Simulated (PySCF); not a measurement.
## A study: C$_{5}$H$_{8}$O$_{2}$, SMILES `CC(=O)CC(C)=O`

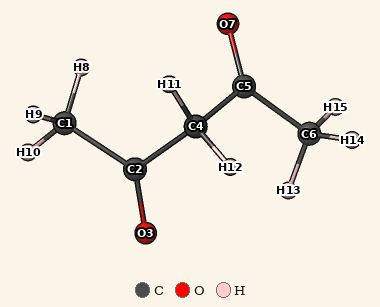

The molecule, with its atoms numbered as below. No frequency check shows the geometry to be a minimum.

Cartesian coordinates (Å):

```
C1      -1.9659    0.8905   -0.2918
C2      -1.1645   -0.3131    0.1007
O3      -1.3621   -1.4276   -0.3076
C4      -0.0002    0.0003    1.0320
C5       1.1645    0.3130    0.1007
C6       1.9660   -0.8906   -0.2916
O7       1.3621    1.4275   -0.3077
H8      -1.2880    1.6793   -0.6146
H9      -2.5209    1.2559    0.5706
H10     -2.6627    0.6430   -1.0881
H11     -0.2253    0.8714    1.6435
H12      0.2253   -0.8713    1.6436
H13      1.2881   -1.6795   -0.6144
H14      2.5209   -1.2559    0.5707
H15      2.6627   -0.6431   -1.0880
```

Part 1: Bonding charge

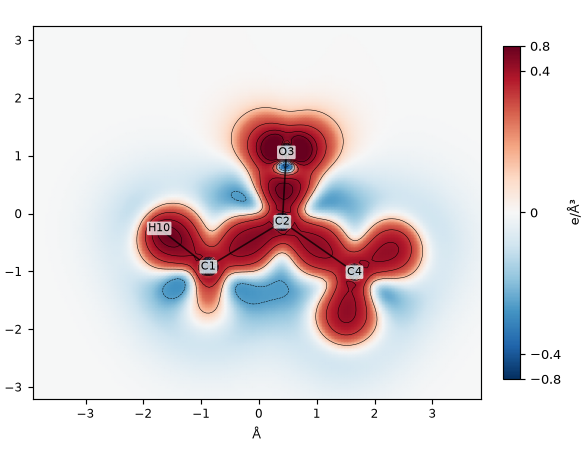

Deformation density (molecule less spherical, spin-averaged free atoms) in the plane of C1, C2, O3, C4 and H10; colour scale in e/Å³, logarithmic beyond ±0.1; red: gain, blue: loss.

Level of theory: B3LYP/def2-SVP (PySCF), at a geometry from GFN2-xTB.

Question: How much density has each bond in this plane gained at its critical point, relative to the free atoms?

Answer: C1–H10: +0.69 e/Å³ at the bond critical point (bond length 1.09 Å, Mayer order 1.0). C2–O3: +0.61 e/Å³ at the bond critical point (bond length 1.20 Å, Mayer order 2.2). C1–C2: +0.53 e/Å³ at the bond critical point (bond length 1.50 Å, Mayer order 1.0). C2–C4: +0.48 e/Å³ at the bond critical point (bond length 1.52 Å, Mayer order 1.0). In all, 3.4 electrons gather in the regions of gain relative to the promolecule.

Question: Where do the Hirshfeld charges lie?

Answer: The highest Hirshfeld charge is on C2 and C5 (+0.18 e), the lowest on O3 and O7 (−0.23 e).

Part 2: Bond critical points

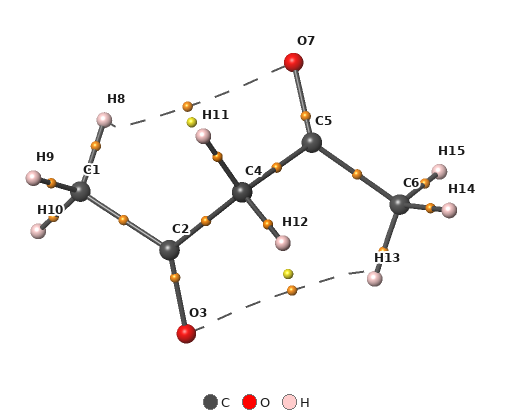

Molecular graph of the electron density (QTAIM): bond paths, bond critical points (orange), ring points (yellow, if any); weak paths are dashed.

Question: How many critical points of each kind are there, and does the count close?

Answer: 15 nuclei, 16 bond, 2 ring and 0 cage critical points: 15 − 16 + 2 − 0 = 1, as the Poincaré–Hopf relation requires.

Question: Tabulate density, Laplacian, ellipticity and energy density at the bond critical points (atomic units).

Answer:
```json
{"bond": "C2–O3 (2 alike)", "length (Å)": "1.203", "ρ (a.u.)": "0.415", "∇²ρ (a.u.)": "+0.46", "ε": "0.05", "H (a.u.)": "−0.726"}
{"bond": "C6–H15 (2 alike)", "length (Å)": "1.087", "ρ (a.u.)": "0.279", "∇²ρ (a.u.)": "−1.05", "ε": "0.00", "H (a.u.)": "−0.303"}
{"bond": "C4–H11 (2 alike)", "length (Å)": "1.088", "ρ (a.u.)": "0.279", "∇²ρ (a.u.)": "−1.03", "ε": "0.02", "H (a.u.)": "−0.301"}
{"bond": "C1–H8 (2 alike)", "length (Å)": "1.089", "ρ (a.u.)": "0.276", "∇²ρ (a.u.)": "−1.03", "ε": "0.01", "H (a.u.)": "−0.299"}
{"bond": "C6–H14 (2 alike)", "length (Å)": "1.089", "ρ (a.u.)": "0.274", "∇²ρ (a.u.)": "−1.00", "ε": "0.01", "H (a.u.)": "−0.294"}
{"bond": "C1–C2 (2 alike)", "length (Å)": "1.498", "ρ (a.u.)": "0.263", "∇²ρ (a.u.)": "−0.64", "ε": "0.05", "H (a.u.)": "−0.222"}
{"bond": "C2–C4 (2 alike)", "length (Å)": "1.524", "ρ (a.u.)": "0.249", "∇²ρ (a.u.)": "−0.58", "ε": "0.06", "H (a.u.)": "−0.203"}
{"bond": "O7–H8 (2 alike)", "length (Å)": "2.680", "ρ (a.u.)": "0.007", "∇²ρ (a.u.)": "+0.03", "ε": "1.11", "H (a.u.)": "+0.001"}
```

Question: What kind of interaction is C1–C2?

Answer: Shared-shell (covalent): ρ = 0.263, ∇²ρ = −0.64, H = −0.222 a.u.

Question: Are there bond paths between atoms that aren't covalently bonded?

Answer: Yes: O7–H8 and O3–H13 (2.68 Å, ρ = 0.007).

Part 3: Local ionisation energy

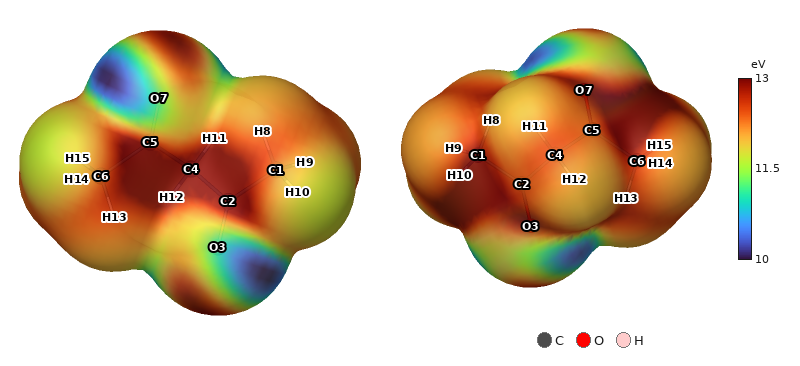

Average local ionisation energy on the surface of electron density 0.001 a.u. (back view left, front view right).

Question: Where are the most loosely bound electrons on this surface?

Answer: The lowest value is 10.0 eV, 1.8 Å from O7, and at like points elsewhere. Further minima include 10.3 eV, 1.8 Å from O7, and at like points elsewhere; 11.6 eV, 1.4 Å from H15, and at like points elsewhere. For comparison, the highest occupied orbital lies at −7.0 eV.

Part 4: Excited states

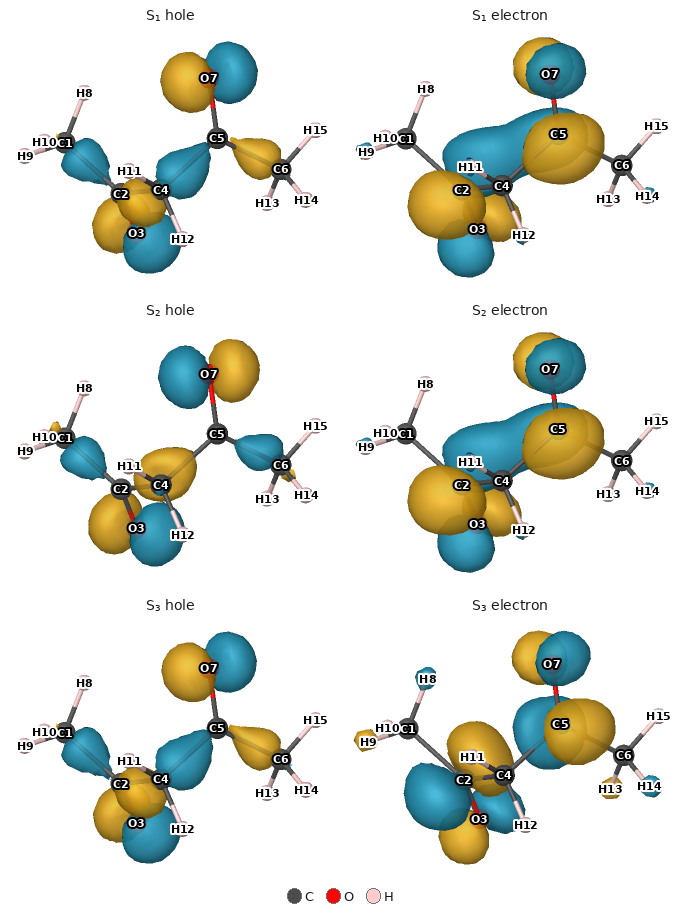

Leading natural transition orbitals (TDA singlet states).

Computed with PySCF, PBE0/6-31+G*, geometry: GFN2-xTB.

Question: Describe these excited states.

Answer: By state:
- S₁: 4.25 eV (292 nm), f = 0.013; the leading pair carries 88 %; hole on O3 and O7 (31 % each), C4 (11 %) and C2 and C5 (6 % each), electron on C2 and C5 (22 % each), O3 and O7 (17 % each) and C4 (6 %); their centroids lie 0.2 Å apart.
- S₂: 4.46 eV (278 nm), f = 0.000 (very weak); the leading pair carries 85 %; hole on O3 and O7 (33 % each), C4 (8 %) and C2 and C5 (6 % each), electron on C2 and C5 (22 % each), O3 and O7 (17 % each) and C4 (6 %) (shares are of the whole state, not of the leading pair alone); their centroids lie 0.2 Å apart.
- S₃: 5.94 eV (209 nm), f = 0.000 (dark); the leading pair carries 84 %; hole on O3 and O7 (29 % each), C4 (12 %) and C2 and C5 (7 % each), electron on C2 and C5 (24 % each), O3 and O7 (15 % each) and C4 (6 %) (shares are of the whole state, not of the leading pair alone); their centroids lie 0.2 Å apart.

Part 5: In an electric field

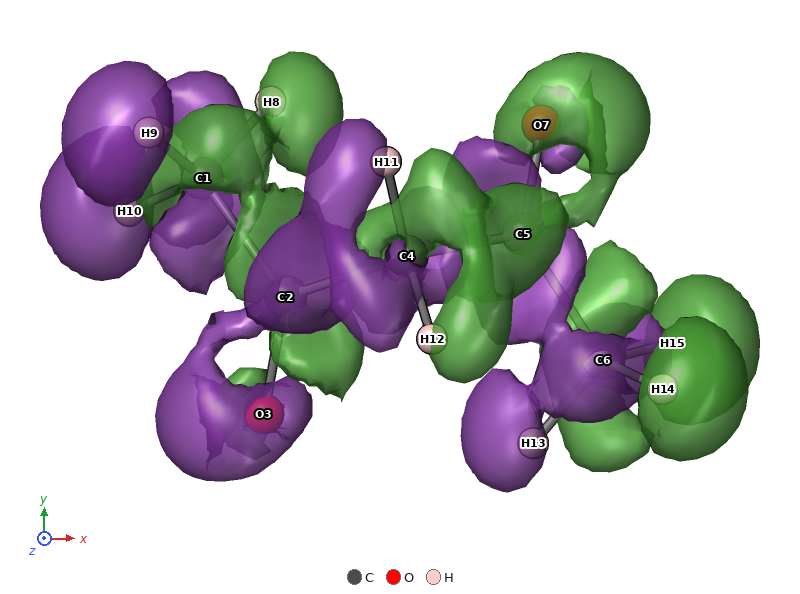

Change of the electron density in a uniform field of 0.10 V/Å, surfaces at ±0.0008 e/Å³ (purple: gain, green: loss).

Computed with PySCF, B3LYP/6-311+G**, geometry: GFN2-xTB. The basis has diffuse s and p functions alone, which still leaves polarisabilities too small, most of all across bonds.

Question: Along which Cartesian direction does the field point?

Answer: Along +x: electrons gather on the −x side, against the field.

Question: What dipole is induced, and what polarisability does it imply?

Answer: The induced dipole is 0.36 D (along the field); α along this axis, from the fields in both directions, is 70 bohr³ (10.4 Å³).

Question: Which atoms gain and lose the most charge?

Answer: Electrons gather most on H10 (Hirshfeld charge changes by −0.003 e) and leave H15 most (+0.003 e); 0.032 electrons are displaced in all.

Part 6: Removing or adding an electron

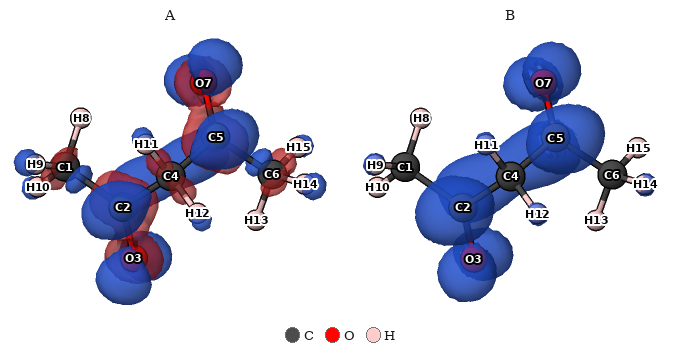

The Fukui function f⁺ from two separate SCF calculations and the density of the LUMO, at ±0.02 e/Å³ (blue positive, red negative).

Method: BP86/6-31+G*; geometry: GFN2-xTB; program: PySCF.

Question: Which panel is which, and how good is the frozen-orbital picture?

Answer: A is f⁺ (it has negative regions), B the LUMO density. The LUMO lies on C2 and C5 (21 % each), O3 and O7 (18 % each) and C4 (6 %); f⁺ (Hirshfeld-condensed) is largest on O3 and O7 (0.13 each), C2 and C5 (0.11 each) and C4 (0.08); the vertical electron affinity is −0.18 eV (the stability of the anion's solution wasn't checked; negative: at this level and geometry the extra electron isn't bound, and the finite basis holds it). Relaxation shifts 31 % of the electron between atoms. The orbital energy is −2.50 eV.

Part 7: Localised orbitals

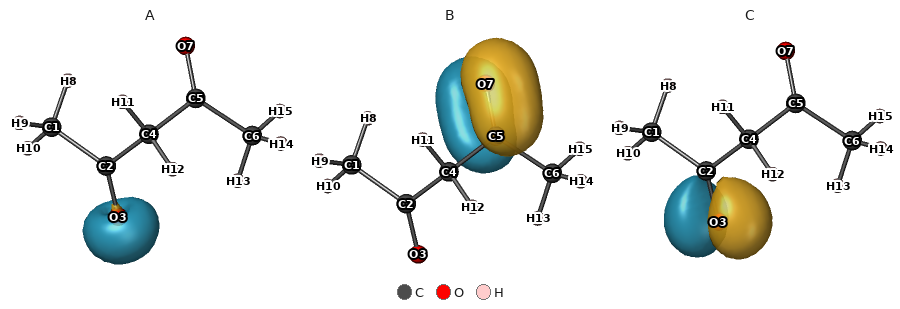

Pipek–Mezey orbitals, occupied; each surface holds about 85 % of the orbital's density. Energies are diagonal elements of the Fock matrix.

Level of theory: PBE0/6-311G** (PySCF), at a geometry from GFN2-xTB.

Question: What does each orbital represent in a Lewis picture?

Answer: By panel:
- A: lone pair on O3 (sp0.6-type) (O3 99 %; −16.6 eV)
- B: π bond O7–C5 (O7 66 %, C5 33 %; −11.2 eV)
- C: lone pair on O3 (p-type) (O3 93 %, C2 4 %; −9.0 eV)

Question: Which has the smallest and which the largest spatial spread?

Answer: Smallest: A (0.67 Å); largest: B (0.99 Å).
